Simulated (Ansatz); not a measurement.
**Single-point calculation, with input and output: Cr3 (charge −1)**

The run: single-point calculation of Cr3, charge −1, multiplicity 6. Method and program: UKS PBE0-D4/def2-TZVPD (Ansatz 0.2.0).

The geometry comes from this level: r2SCAN-D4/def2-TZVPD.

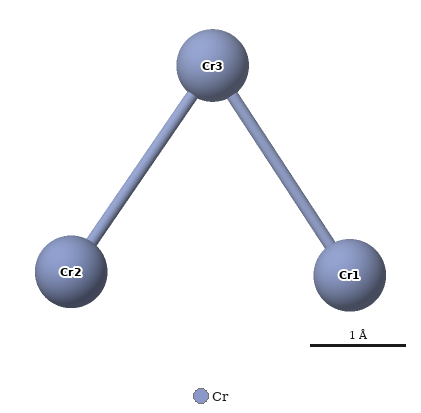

**Figure 1.** The structure (ball-and-stick view, seen on its broad side; atoms are numbered from 1 in the order of the input). Sticks mark near contacts. Bond lengths as drawn: Cr–Cr 2.64 to 2.65 Å.

### Input file
```yaml
crystal:
  periodic: [false, false, false]
  atoms:
    - {symbol: Cr, position_ang: [1.039225, -0.944473, -0.846402]}
    - {symbol: Cr, position_ang: [-0.182975, 0.051145, 1.632006]}
    - {symbol: Cr, position_ang: [-0.856241, 0.893329, -0.785595]}
basis:
  gaussian: {orbitals: def2-TZVPD, initial_orbitals: start.molden}
total_charge: -1
magnetization: {spin_polarized: true, initial_magnetization: 5}
hamiltonian: {xc: pbe0, dispersion: d4}
scf: {omitted_lower_state_checks: [starts]}
output: {orbitals: {seedname: orbitals}}
```

Command:
```bash
ansatz run in.yaml --threads 4 --pin off --events-out ev --progress --plain --max-ram 3916MiB
```

### The program's output
```
Functional definition: PBE0
  name "PBE0"
  cite "Adamo & Barone, J. Chem. Phys. 110, 6158 (1999) doi:10.1063/1.478522"
  cite "Perdew, Burke & Ernzerhof, Phys. Rev. Lett. 77, 3865 (1996) doi:10.1103/PhysRevLett.77.3865"
  parent pbe
  parameter a = 0.25
  parameter kappa = 0.804
  parameter beta = 0.06672455060314922
  exchange = (1 - a)*pbe_x(kappa = kappa, mu = beta*pi^2/3) + a*exact_x
  correlation = pbe_c(beta = beta)
these checks for a lower state are left out or cut short: starts
1371 factors; integrals over basis functions are off by at most 2.9e-4 eV
mean field evaluation 1: about -85245.0559 eV, gradient 6.7e1 eV
mean field evaluation 2: about -85246.4191 eV, gradient 3.0e0 eV
mean field evaluation 4: about -85246.6716 eV, gradient 1.1e-2 eV
mean field evaluation 8: about -85246.7479 eV, gradient 1.9e-5 eV
mean field evaluation 16: about -85246.7479 eV, gradient 4.0e-6 eV
mean field -85246.74793718 eV, -3132.7602043704 hartree, gradient 4.0e-6 eV, S^2 14.371576; 0 other end points of the search recorded, 0 dependent functions left out
reference -85246.74796290 eV, -3132.7602053155 hartree; 39, 34 occupied and 105, 110 virtual orbitals, 1371 factors
Total energy: -85246.85469836 eV, -3132.7641277713 hartree
Checks for a lower state left out: starts
```

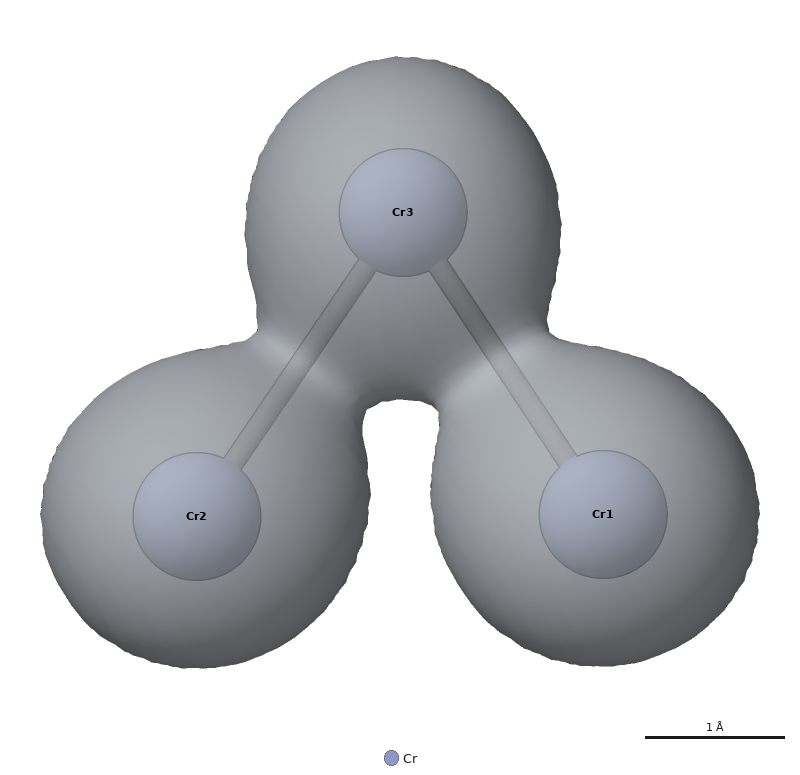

**Figure 2.** Isosurface of the total electron density at 0.2 e/Å³ (grey), seen face on. At this value the surface is in one piece. On the grid the lowest density along these lines, outside the cores, is 0.24 e/Å³ (Cr–Cr, 2.64 Å).

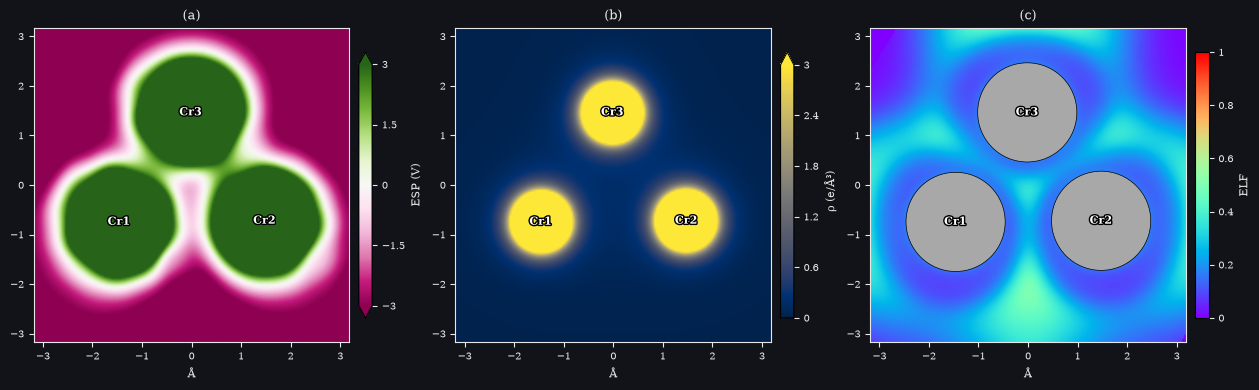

**Figure 3.** (a) electrostatic potential; (b) total electron density; (c) ELF on the molecular plane. Grey discs, where drawn, cover atomic cores. The section cuts through Cr sites. Cr–Cr (2.64 Å): ρ at the midpoint is about 0.24 e/Å³; the ELF is about 0.20 at the midpoint.

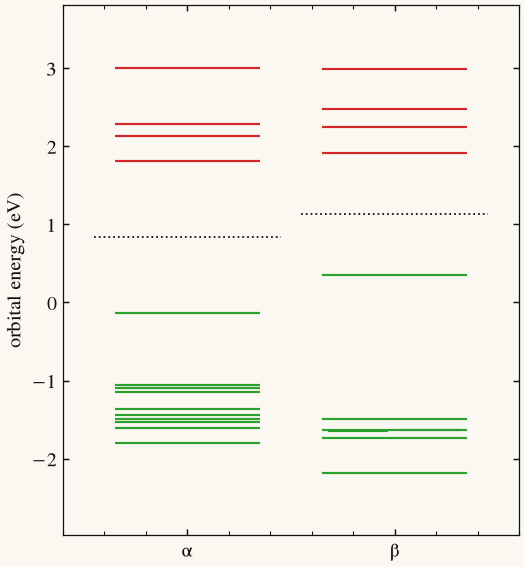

**Figure 4.** Orbital energies near the frontier for α and β spins; the dotted line parts filled from empty levels, and levels within 0.02 eV of each other stand side by side. α: highest filled −0.14 eV, lowest empty 1.82 eV, 1.96 eV apart; β: highest filled 0.36 eV, lowest empty 1.91 eV, 1.55 eV apart.

### Summary

| quantity | value |
| --- | --- |
| outcome | converged |
| total energy | −85246.8547 eV |
| mean-field energy | −85246.7480 eV |
| dispersion energy | −0.1067 eV |
| ⟨S²⟩ | 14.372 |
| SCF solution under orbital rotations | stable |
| HOMO (either spin) | 0.36 eV |
| LUMO (either spin) | 1.82 eV |
| hardware | 4 threads of Intel Xeon, 63 GiB of memory available, shared host |
| wall time | 3.5 s (CPU time 13 s) |
| peak memory | 0.55 GiB |

### Notes

⟨S²⟩ is 14.37 against 8.75 for a pure state: the solution is spin-contaminated. The highest filled orbital lies above zero: either the extra electron isn't bound at this level, or the self-interaction error of the functional lifts the level.
